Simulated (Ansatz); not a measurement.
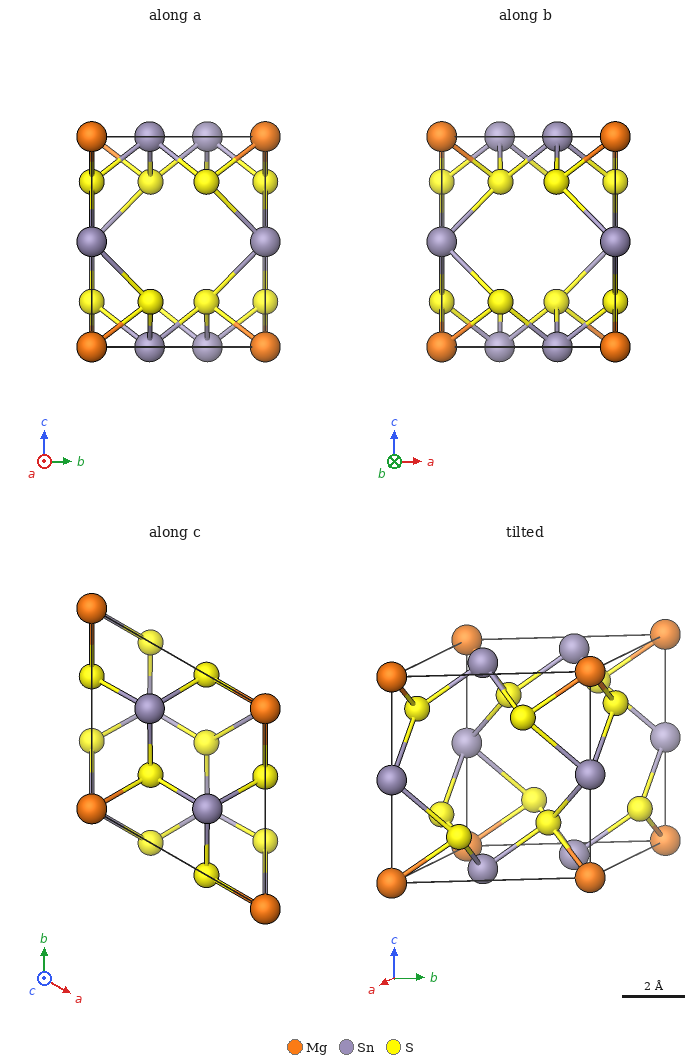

The figure gives a ball-and-stick picture of the atoms, viewed along the a axis, along the b axis, along the c axis and slightly off an axis. The outline marks the conventional unit cell.

Lattice parameters: a = 6.473 Å, b = 6.473 Å, c = 6.795 Å, α = 90.00°, β = 90.00°, γ = 120.00°. Put a along x and b in the xy plane.

Write down what is shown as a POSCAR file, with free fractional coordinates to two decimals.

Answer.
```
Mg Sn S
1.0
     6.473    0.000    0.000
    -3.236    5.606    0.000
     0.000    0.000    6.795
Mg Sn S
1 3 6
Direct
  0.00 0.00 0.00
  0.3333 0.6667 0.00
  0.6667 0.3333 0.00
  0.00 0.00 0.50
  0.34 0.00 0.21
  0.00 0.34 0.21
  0.66 0.66 0.21
  0.00 0.66 0.79
  0.66 0.00 0.79
  0.34 0.34 0.79
```

Its origin is a structure type filled with these elements by a generator (whether the compound takes this form wasn't checked). The geometry was optimised with DFT PBE, scalar-relativistic, plane waves, PAW in Ansatz.
